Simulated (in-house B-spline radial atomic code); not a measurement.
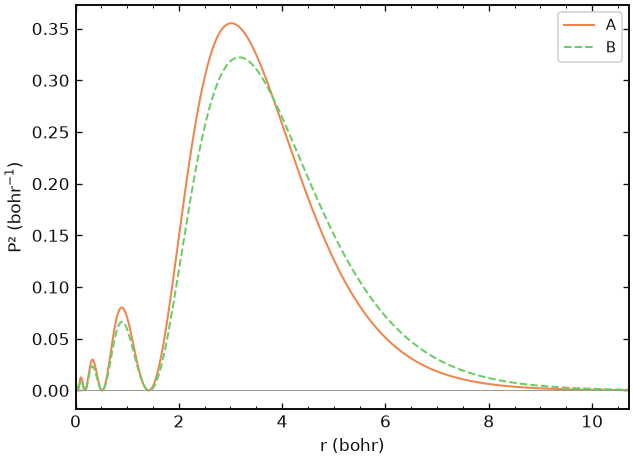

The neutral niobium atom in [Kr] 4d4 5s1 (high spin) was computed by two methods: Hartree-Fock; r2SCAN. Both runs are scalar-relativistic, spin-polarised and spherical. Computed with an in-house B-spline radial code.

The plot shows P² of the 5s up orbital in both runs.

Assign A and B.

Answer. A is r2SCAN (⟨r⟩ = 3.57 bohr, eigenvalue −4.74 eV); B is Hartree-Fock (⟨r⟩ = 3.83 bohr, eigenvalue −6.24 eV).
